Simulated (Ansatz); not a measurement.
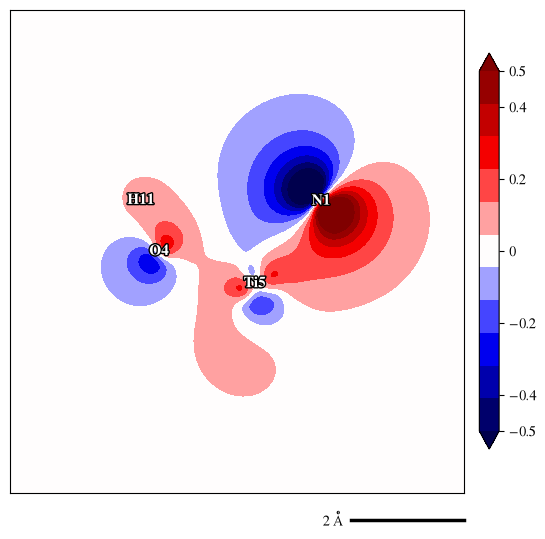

H$_{6}$N$_{2}$O$_{2}$Ti. One frontier orbital on the plane of atoms N1, Ti5 and O4 (values in Å⁻³ᐟ²; the overall sign is arbitrary).

Geometry: PBE0-D4/def2-SVP.

Method: Ansatz 0.2.0, isolated molecule in a Gaussian basis; Kohn-Sham density functional theory, functional PBE0.

```yaml
atoms:
  - { symbol: N, position_ang: [-1.2731, 1.1040, 0.1623] }
  - { symbol: N, position_ang: [0.2222, -1.3380, 1.1307] }
  - { symbol: O, position_ang: [1.6827, 1.0720, -0.0314] }
  - { symbol: O, position_ang: [0.1020, -0.7579, -1.7586] }
  - { symbol: Ti, position_ang: [0.2285, 0.0267, -0.1511] }
  - { symbol: H, position_ang: [-1.2984, 2.0973, -0.0538] }
  - { symbol: H, position_ang: [-2.0665, 0.8526, 0.7438] }
  - { symbol: H, position_ang: [0.6407, -1.2681, 2.0545] }
  - { symbol: H, position_ang: [-0.0324, -2.3018, 0.9336] }
  - { symbol: H, position_ang: [2.4568, 1.1165, -0.5990] }
  - { symbol: H, position_ang: [-0.5970, -0.6601, -2.4106] }
```

Question: Which orbital is it: HOMO or LUMO?

Answer: The HOMO, at −7.06 eV. Its weight (Hirshfeld) is mainly on N1 (about 40 %), N2 (about 30 %) and Ti5 (about 15 %); largely a combination of lone pairs on N1 and N2.
